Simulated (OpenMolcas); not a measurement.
## Exact exchange and the dipole moment of CH4Si

CH4Si has 6 atoms, charge 0, and is taken as a singlet. SMILES: `C[SiH]`. Geometry: relaxed at PBE0-D4/def2-TZVP.

The dipole moment y, in D, basis def2-TZVP; a is the functional's share of exact exchange. Programs: OpenMolcas 26.06.

| functional | program | a | y (D) |
| --- | --- | --- | --- |
| r2SCAN | OpenMolcas | 0 | 1.24 |
| TPSS | OpenMolcas | 0 | 1.18 |
| B3LYP | OpenMolcas | 0.2 | ? |
| PBE0 | OpenMolcas | 0.25 | 1.16 |
| BHLYP | OpenMolcas | 0.5 | 1.02 |

Q: Fit y = c + s·a to the known rows and predict B3LYP.

A: 
1. Means of the 4 rows: a = 0.1875, y = 1.150.
2. Σ(Δa)² = 0.17188, Σ(Δa·Δy) = -0.0625, so the slope is -0.0625/0.17188 = -0.36363.
3. Intercept: 1.150 − (-0.36363) × 0.1875 = 1.218. The largest residual of the fit is 0.038.
4. B3LYP: 1.218 + (-0.36363) × 0.2 = 1.15 D.

The run gave 1.04 D, so the prediction is off by +0.11 D, more than the scatter of the fit. The rows mix families of semi-local functionals, which the line can't see.

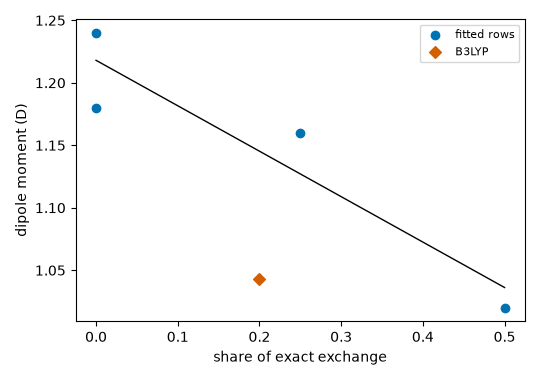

The fitted line, with the withheld row.
